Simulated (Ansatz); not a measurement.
# Geometry relaxation of BSiNH$_{5}$F$_{3}$ (part 2 of 2)

BSiNH$_{5}$F$_{3}$; RKS PBE-D4/def2-SVP (Ansatz 0.2.0). The geometry: force-field start.

Geometry of the input (Å):
```
F  -1.3992  -1.4291  0.6031
B  -0.1397  -1.3610  -0.0441
F  0.8603  -1.6156  0.9417
F  -0.0100  -2.3979  -1.0525
N  0.1071  -0.0013  -0.7380
Si 0.0534  1.3660  0.4697
H  -0.6050  0.1705  -1.4393
H  1.0807  0.0187  -1.1894
H  1.1031  1.1742  1.5295
H  0.2908  2.6254  -0.2008
H  -1.2761  1.3930  1.1405
```

Trajectory as extended XYZ, continued
```
11
Properties=species:S:1:pos:R:3:forces:R:3 step=8 energy=-18256.77257
F    -1.4439   -1.4269    0.4728    0.0311  -0.0114  -0.0108
B    -0.1504   -1.4985    0.0006   -0.0174   0.0313  -0.0300
F     0.8107   -1.5890    0.9867   -0.0218   0.0021   0.0069
F     0.0280   -2.3643   -1.0562    0.0016   0.0105   0.0359
N     0.1211    0.0456   -0.6942   -0.0108  -0.1178  -0.0587
Si    0.0737    1.4082    0.5207    0.0071   0.0906   0.0828
H    -0.5921    0.1526   -1.4322    0.0021   0.0115  -0.0036
H     1.0295   -0.0160   -1.1793    0.0061   0.0044  -0.0125
H     1.2073    1.1888    1.4664   -0.0074   0.0011  -0.0176
H     0.2499    2.6948   -0.2361   -0.0080  -0.0118   0.0131
H    -1.2683    1.3478    1.1712    0.0173  -0.0104  -0.0054
11
Properties=species:S:1:pos:R:3:forces:R:3 step=9 energy=-18256.76465 accepted=F
F    -1.5387   -1.4797    0.3154    0.5452  -0.0322  -0.1121
B    -0.1866   -1.5072   -0.0068   -0.0898  -0.0420  -0.0232
F     0.6706   -1.5682    1.0861   -0.3066  -0.0026  -0.3002
F     0.1421   -2.3573   -1.0566   -0.1095   0.2362   0.4291
N     0.1183    0.0510   -0.6753   -0.0271  -0.4281  -0.1905
Si    0.1110    1.4117    0.5216    0.0048   0.3384   0.3865
H    -0.5966    0.1618   -1.4106    0.0027   0.0491  -0.0168
H     1.0223   -0.0427   -1.1641   -0.0122   0.0190  -0.0236
H     1.3362    1.2747    1.3838   -0.1620  -0.0001  -0.1462
H     0.1615    2.7019   -0.2657   -0.0186  -0.1394   0.1046
H    -1.1746    1.2968    1.2926    0.1730   0.0016  -0.1077
11
Properties=species:S:1:pos:R:3:forces:R:3 step=10 energy=-18256.77879
F    -1.4872   -1.4479    0.3927    0.0445  -0.0072  -0.0158
B    -0.1673   -1.4950   -0.0026   -0.0103   0.0178  -0.0304
F     0.7372   -1.5592    1.0401   -0.0453   0.0105  -0.0040
F     0.0903   -2.3658   -1.0399    0.0022   0.0126   0.0561
N     0.1170    0.0453   -0.6941    0.0053  -0.0983  -0.0592
Si    0.0939    1.4070    0.5247    0.0055   0.0589   0.0813
H    -0.5994    0.1609   -1.4274   -0.0039   0.0196  -0.0047
H     1.0216   -0.0276   -1.1852   -0.0043   0.0071  -0.0091
H     1.2698    1.2152    1.4246   -0.0135   0.0071  -0.0290
H     0.2104    2.6972   -0.2386   -0.0103  -0.0214   0.0197
H    -1.2210    1.3126    1.2261    0.0301  -0.0068  -0.0049
11
Properties=species:S:1:pos:R:3:forces:R:3 step=11 energy=-18256.78300
F    -1.5253   -1.4603    0.3208    0.2100  -0.0246  -0.0486
B    -0.1824   -1.4930   -0.0066   -0.0552  -0.0153  -0.0292
F     0.6710   -1.5361    1.0843   -0.1279   0.0024  -0.1001
F     0.1402   -2.3684   -1.0270   -0.0329   0.1022   0.1888
N     0.1168    0.0465   -0.6928   -0.0114  -0.2066  -0.1165
Si    0.1086    1.4011    0.5266    0.0211   0.1730   0.2048
H    -0.5996    0.1672   -1.4252    0.0002   0.0282  -0.0036
H     1.0201   -0.0381   -1.1842   -0.0031   0.0171  -0.0148
H     1.3270    1.2454    1.3836   -0.0779   0.0041  -0.0776
H     0.1672    2.6957   -0.2427   -0.0160  -0.0691   0.0490
H    -1.1781    1.2828    1.2835    0.0934  -0.0115  -0.0522
11
Properties=species:S:1:pos:R:3:forces:R:3 step=12 energy=-18256.78842
F    -1.5596   -1.4673    0.2483    0.3435  -0.0328  -0.0586
B    -0.1977   -1.4864   -0.0087   -0.0812  -0.0380  -0.0420
F     0.5991   -1.5000    1.1300   -0.1826  -0.0074  -0.1927
F     0.1908   -2.3743   -0.9989   -0.0749   0.1729   0.2860
N     0.1166    0.0477   -0.6984   -0.0229  -0.2571  -0.1332
Si    0.1244    1.3923    0.5301    0.0223   0.2130   0.2727
H    -0.6000    0.1779   -1.4292    0.0035   0.0263   0.0048
H     1.0187   -0.0441   -1.1906   -0.0047   0.0124  -0.0166
H     1.3832    1.2643    1.3383   -0.1339   0.0091  -0.1089
H     0.1214    2.6920   -0.2376   -0.0098  -0.1010   0.0753
H    -1.1316    1.2408    1.3371    0.1406   0.0026  -0.0867
11
Properties=species:S:1:pos:R:3:forces:R:3 step=13 energy=-18256.79938
F    -1.5846   -1.4764    0.1779    0.3808  -0.0210  -0.0545
B    -0.2104   -1.4760   -0.0117   -0.0871  -0.0828  -0.0260
F     0.5262   -1.4509    1.1708   -0.1773  -0.0092  -0.2308
F     0.2435   -2.3861   -0.9541   -0.1031   0.2226   0.2955
N     0.1136    0.0457   -0.7127   -0.0340  -0.1560  -0.0639
Si    0.1385    1.3839    0.5348    0.0313   0.1033   0.2124
H    -0.6053    0.1862   -1.4393    0.0007   0.0215   0.0109
H     1.0135   -0.0495   -1.2083   -0.0051   0.0093  -0.0100
H     1.4288    1.2703    1.2912   -0.1192   0.0073  -0.0895
H     0.0857    2.6935   -0.2121   -0.0074  -0.1034   0.0445
H    -1.0839    1.2023    1.3839    0.1204   0.0086  -0.0887
11
Properties=species:S:1:pos:R:3:forces:R:3 step=14 energy=-18256.81386
F    -1.5913   -1.4903    0.1134    0.1621  -0.0254  -0.0071
B    -0.2158   -1.4547   -0.0126   -0.0590  -0.0114  -0.0663
F     0.4589   -1.3663    1.2034   -0.0777  -0.0305  -0.0653
F     0.3097   -2.3818   -0.8874   -0.0271   0.0155   0.1110
N     0.1007    0.0438   -0.7372   -0.0313  -0.0324   0.0074
Si    0.1545    1.3530    0.5441    0.0267   0.1794   0.0839
H    -0.6339    0.2038   -1.4433    0.0097   0.0005  -0.0044
H     0.9920   -0.0483   -1.2480   -0.0134   0.0047  -0.0177
H     1.4592    1.2419    1.2629   -0.0350  -0.0074  -0.0404
H     0.0806    2.6715   -0.1844   -0.0005  -0.0783   0.0344
H    -1.0491    1.1702    1.4094    0.0454  -0.0147  -0.0355
11
Properties=species:S:1:pos:R:3:forces:R:3 step=15 energy=-18256.81481
F    -1.5918   -1.6266   -0.0329   -0.0420   0.0417  -0.0663
B    -0.2245   -1.4639   -0.0304   -0.0772  -0.1664   0.3295
F     0.3089   -1.3335    1.2557    0.0106   0.0501  -0.0724
F     0.4586   -2.3705   -0.8126    0.0246   0.1362  -0.0595
N     0.0461    0.0480   -0.7125    0.0509   0.1170  -0.3725
Si    0.1935    1.3749    0.5508   -0.0761  -0.1294   0.1007
H    -0.6975    0.2465   -1.4048    0.0286  -0.0985   0.1412
H     0.9139   -0.0481   -1.2615    0.0535   0.0051  -0.0296
H     1.5271    1.2260    1.1995   -0.0002   0.0047   0.0136
H     0.1129    2.6835   -0.1825    0.0105  -0.0104  -0.0283
H    -0.9818    1.2064    1.4516    0.0168   0.0499   0.0436
11
Properties=species:S:1:pos:R:3:forces:R:3 step=16 energy=-18256.82327
F    -1.5845   -1.6592   -0.0895   -0.0012  -0.0329   0.0143
B    -0.2230   -1.4645   -0.0240    0.0022   0.0532   0.0226
F     0.2637   -1.3143    1.2738   -0.0184  -0.0261  -0.0007
F     0.5225   -2.3271   -0.8013   -0.0209  -0.0146   0.0474
N     0.0332    0.0565   -0.7173    0.0281  -0.0179  -0.0894
Si    0.2022    1.3722    0.5599   -0.0043  -0.1013  -0.1264
H    -0.7443    0.2253   -1.3759    0.0365   0.0070   0.0576
H     0.8820   -0.0684   -1.2922   -0.0241   0.1175   0.0165
H     1.5369    1.2048    1.2023   -0.0056  -0.0087   0.0166
H     0.1461    2.6751   -0.1867    0.0045   0.0180   0.0214
H    -0.9694    1.2425    1.4714    0.0034   0.0058   0.0202
11
Properties=species:S:1:pos:R:3:forces:R:3 step=17 energy=-18256.82725
F    -1.5822   -1.6671   -0.0924    0.0724   0.0318   0.0015
B    -0.2215   -1.4580   -0.0199    0.0254  -0.0791  -0.0089
F     0.2513   -1.2882    1.2827   -0.0385   0.0027  -0.0631
F     0.5367   -2.3331   -0.7723   -0.0484   0.0532   0.0593
N     0.0317    0.0570   -0.7352   -0.0092  -0.0264  -0.0113
Si    0.2022    1.3598    0.5513    0.0278  -0.0089   0.0254
H    -0.7550    0.2263   -1.3809    0.0063  -0.0038   0.0209
H     0.8769   -0.0456   -1.3193   -0.0288   0.0461   0.0220
H     1.5308    1.1785    1.2022    0.0131  -0.0016  -0.0143
H     0.1567    2.6788   -0.1686    0.0005  -0.0112  -0.0136
H    -0.9621    1.2346    1.4729   -0.0208  -0.0029  -0.0179
11
Properties=species:S:1:pos:R:3:forces:R:3 step=18 energy=-18256.82877
F    -1.5696   -1.7035   -0.1269    0.0179  -0.0184   0.0077
B    -0.2166   -1.4717   -0.0196    0.0033   0.0985  -0.0824
F     0.2175   -1.2789    1.2907   -0.0012  -0.0273   0.0297
F     0.5788   -2.3272   -0.7490   -0.0135  -0.0023   0.0310
N     0.0147    0.0571   -0.7314    0.0064   0.0080   0.0345
Si    0.2121    1.3543    0.5572   -0.0135   0.0021  -0.0413
H    -0.7862    0.2367   -1.3554   -0.0333  -0.0206   0.0117
H     0.8455   -0.0136   -1.3377    0.0247  -0.0240  -0.0110
H     1.5418    1.1593    1.2009    0.0042  -0.0164   0.0086
H     0.1893    2.6647   -0.1787    0.0071   0.0186   0.0008
H    -0.9619    1.2657    1.4703   -0.0022  -0.0182   0.0106
11
Properties=species:S:1:pos:R:3:forces:R:3 step=19 energy=-18256.83065
F    -1.5560   -1.7317   -0.1597   -0.0038   0.0094  -0.0126
B    -0.2121   -1.4639   -0.0221    0.0054  -0.0056   0.0387
F     0.1833   -1.2679    1.3021   -0.0070   0.0071  -0.0108
F     0.6188   -2.3084   -0.7241    0.0090   0.0088  -0.0131
N     0.0026    0.0618   -0.7306   -0.0120  -0.0331  -0.0579
Si    0.2193    1.3554    0.5540    0.0178   0.0193   0.0336
H    -0.8181    0.2332   -1.3320    0.0141  -0.0150   0.0091
H     0.8193   -0.0136   -1.3572   -0.0256   0.0045   0.0145
H     1.5455    1.1327    1.1968    0.0017   0.0034   0.0009
H     0.2165    2.6694   -0.1772    0.0020   0.0013   0.0020
H    -0.9536    1.2761    1.4704   -0.0015  -0.0002  -0.0044
11
Properties=species:S:1:pos:R:3:forces:R:3 step=20 energy=-18256.83120
F    -1.5412   -1.7714   -0.2052    0.1084   0.0178   0.0127
B    -0.2080   -1.4637   -0.0220   -0.0017  -0.0506   0.0182
F     0.1373   -1.2536    1.3162   -0.0278  -0.0188  -0.0909
F     0.6729   -2.2858   -0.6956   -0.0737   0.0689   0.0552
N    -0.0162    0.0644   -0.7302   -0.0135  -0.0331  -0.0660
Si    0.2313    1.3548    0.5532    0.0054   0.0234   0.0415
H    -0.8579    0.2297   -1.3051    0.0490  -0.0055   0.0218
H     0.7820   -0.0077   -1.3815   -0.0466   0.0070   0.0269
H     1.5548    1.1077    1.1938   -0.0058  -0.0004  -0.0089
H     0.2521    2.6710   -0.1749    0.0006  -0.0133  -0.0026
H    -0.9419    1.2975    1.4715    0.0058   0.0046  -0.0080
11
Properties=species:S:1:pos:R:3:forces:R:3 step=21 energy=-18256.83177
F    -1.5363   -1.7788   -0.2113    0.0536   0.0081   0.0077
B    -0.2070   -1.4640   -0.0219   -0.0035  -0.0243   0.0037
F     0.1303   -1.2524    1.3168   -0.0158  -0.0072  -0.0439
F     0.6804   -2.2801   -0.6907   -0.0292   0.0251   0.0251
N    -0.0197    0.0645   -0.7298   -0.0169  -0.0116  -0.0389
Si    0.2319    1.3540    0.5546    0.0130   0.0159   0.0162
H    -0.8631    0.2304   -1.3014    0.0319  -0.0041   0.0160
H     0.7756   -0.0038   -1.3843   -0.0304   0.0003   0.0206
H     1.5554    1.1015    1.1929   -0.0069   0.0018  -0.0038
H     0.2589    2.6676   -0.1781   -0.0016  -0.0062   0.0053
H    -0.9410    1.3039    1.4736    0.0057   0.0022  -0.0082
11
Properties=species:S:1:pos:R:3:forces:R:3 step=22 energy=-18256.83218
F    -1.5270   -1.7971   -0.2275    0.0000  -0.0057  -0.0012
B    -0.2059   -1.4648   -0.0222   -0.0011   0.0053  -0.0031
F     0.1115   -1.2473    1.3192   -0.0006  -0.0040   0.0034
F     0.6998   -2.2691   -0.6784    0.0005   0.0005   0.0025
N    -0.0293    0.0658   -0.7292    0.0128  -0.0040   0.0085
Si    0.2371    1.3540    0.5549   -0.0103  -0.0041  -0.0106
H    -0.8766    0.2316   -1.2930   -0.0071   0.0067  -0.0001
H     0.7594   -0.0016   -1.3902    0.0027  -0.0021  -0.0086
H     1.5587    1.0917    1.1907    0.0112  -0.0046   0.0024
H     0.2724    2.6664   -0.1776    0.0014   0.0077  -0.0034
H    -0.9348    1.3132    1.4736   -0.0094   0.0043   0.0103
11
Properties=species:S:1:pos:R:3:forces:R:3 step=23 energy=-18256.83255
F    -1.5102   -1.8324   -0.2604    0.0280   0.0064   0.0025
B    -0.2026   -1.4665   -0.0231   -0.0049  -0.0085  -0.0029
F     0.0761   -1.2409    1.3262   -0.0054  -0.0048  -0.0138
F     0.7391   -2.2495   -0.6555   -0.0191   0.0195   0.0127
N    -0.0450    0.0680   -0.7274    0.0052  -0.0063   0.0180
Si    0.2439    1.3537    0.5555    0.0023  -0.0067  -0.0224
H    -0.9041    0.2337   -1.2731   -0.0073   0.0042  -0.0002
H     0.7301    0.0055   -1.4049    0.0023  -0.0019  -0.0047
H     1.5639    1.0691    1.1852    0.0040  -0.0019   0.0077
H     0.3007    2.6641   -0.1798   -0.0016   0.0049  -0.0027
H    -0.9264    1.3382    1.4776   -0.0036  -0.0047   0.0056
```

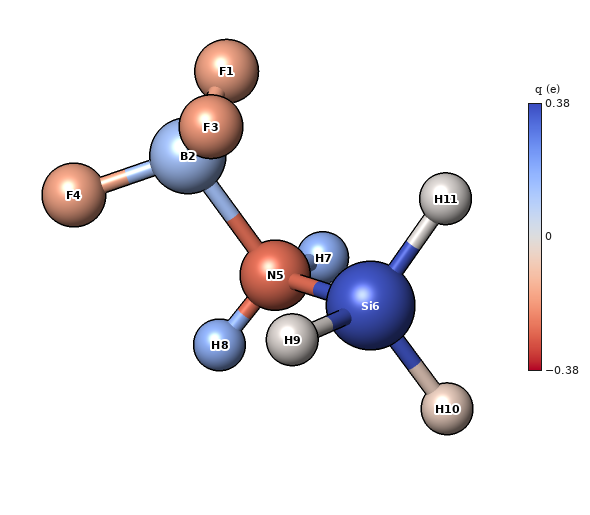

Mulliken charges, as the colour of each atom (ball-and-stick view, seen at a tilt; atoms are numbered from 1 in the order of the input). By element: F −0.18 to −0.16, B +0.13, N −0.26, Si +0.36 and H −0.05 to +0.17 e.

Key numbers

```csv
quantity,value
outcome,converged
total energy,−18256.8326 eV
mean-field energy,−18256.6145 eV
dispersion energy,−0.2181 eV
SCF solution under orbital rotations,stable
largest force (length of the vector) at the end,0.030 eV/Å
dipole moment,5.53 D
hardware,"4 threads of Arm Neoverse V1, 23 GiB of memory available, shared host"
wall time,30 s (CPU time 1.8 min)
peak memory,0.16 GiB
```
